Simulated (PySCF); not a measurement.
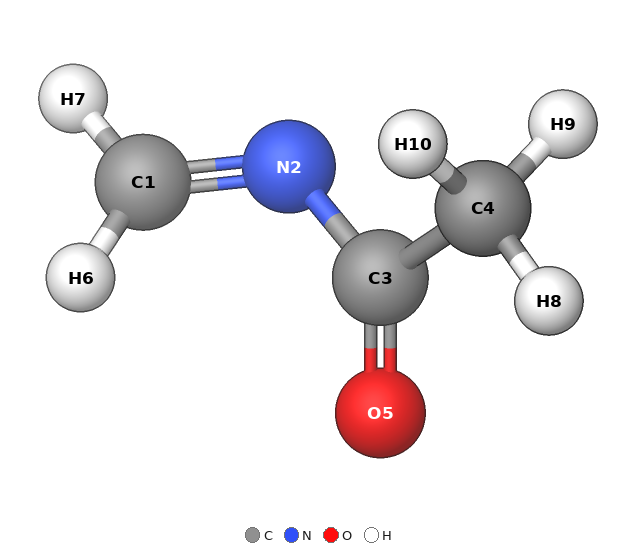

The computed structure is the end point of a PBE0-D3(BJ)/def2-SVP optimisation. No frequency run is at hand to confirm it as a minimum. Method: delta-SCF UKS SCAN, pcX-2 on the ionised atom, pcseg-1 elsewhere, spin-free X2C (PySCF 2.14.0).

Give the core-electron binding energies (to vacuum) of C1 1s, N2 1s, C3 1s, C4 1s, O5 1s.

| atom | level | binding energy (eV) |
| --- | --- | --- |
| C1 | 1s | 292.6 |
| N2 | 1s | 405.6 |
| C3 | 1s | 294.0 |
| C4 | 1s | 291.2 |
| O5 | 1s | 537.6 |
